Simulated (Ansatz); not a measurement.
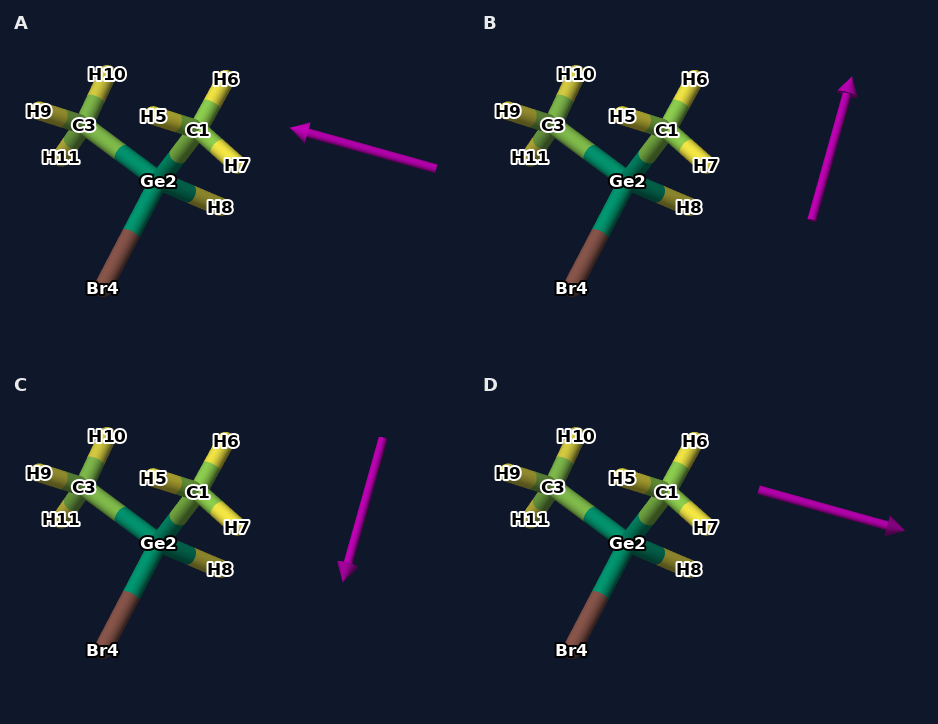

The same molecule four times, each with an arrow. The geometry was computed by an optimisation with PBE0-D4/def2-TZVP. No frequency run is at hand to confirm it as a minimum. Properties computed with RKS PBE0-D4/def2-TZVP (Ansatz 0.2.0).

### Which arrow points along the dipole moment, from the negative to the positive end?

B. The dipole moment is 2.76 D; it points from the side of Br4 to the side of H6, H10 (the outermost atoms at the two ends).
